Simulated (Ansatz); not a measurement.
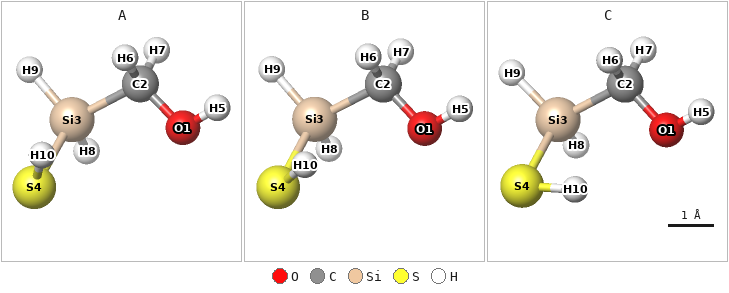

3 geometries from a converged minimum-energy path of CH6OSSi, shuffled. A ball-and-stick model, seen at a tilt.

Method: RKS PBE/def2-SVP in Ansatz 0.2.0. Set-up: 9 movable images; climbing image; force threshold 0.05 eV/Å; iteration limit 60; starting path through a guess of the saddle point.

> Which of them lies highest in energy?

B. In order along the path, whose images run from 0 to 10: C (image 2, +0.78 kcal/mol), B (image 5, +2.59 kcal/mol), A (image 7, +2.33 kcal/mol). The motion is a rotation about the Si3–S4 bond by about 100°. No bond forms or breaks between the ends. Among the angles between lasting bonds that change up to the highest image: S4–Si3–H8 113.0° → 106.9°, C2–Si3–S4 105.8° → 111.0°.

The run took 90 s on 2 threads of Arm Neoverse V2 (shared host), peak memory 0.13 GiB.
